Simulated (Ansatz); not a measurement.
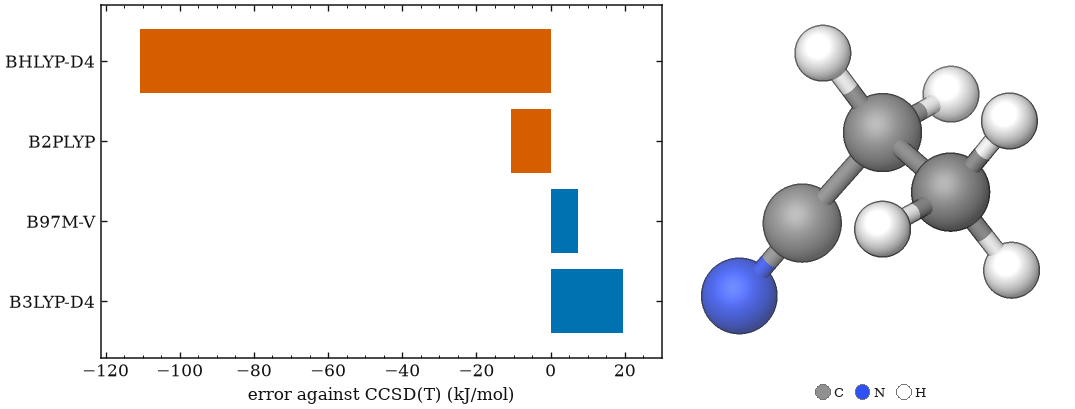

Error in the electronic atomisation energy (method less reference, so positive means overbinding) of C₃H₅N, SMILES CCC#N: functionals in def2-TZVPP against frozen-core CCSD(T) at the limit (MP2 extrapolated from triple and quadruple zeta, plus CCSD(T) less MP2 in a smaller set), which gives 3799.0 kJ/mol, at a PBE0-D4/def2-TZVP geometry (a minimum by its frequencies), no zero-point or spin-orbit term, the Ansatz code 0.2.0. The reference leaves out core correlation, a term that grows with the number of heavy atoms. B2PLYP holds a correlation term that converges slowly with the basis, so part of the distance to the limit is basis error. No dispersion term is added to B2PLYP.

Q: What range do the values span?

A: From −110.8 kJ/mol (BHLYP-D4) to 19.5 kJ/mol (B3LYP-D4).

Q: Give the values.

A:
| level | kJ/mol |
| --- | --- |
| BHLYP-D4 | −110.8 |
| B2PLYP | −10.8 |
| B97M-V | 7.3 |
| B3LYP-D4 | 19.5 |
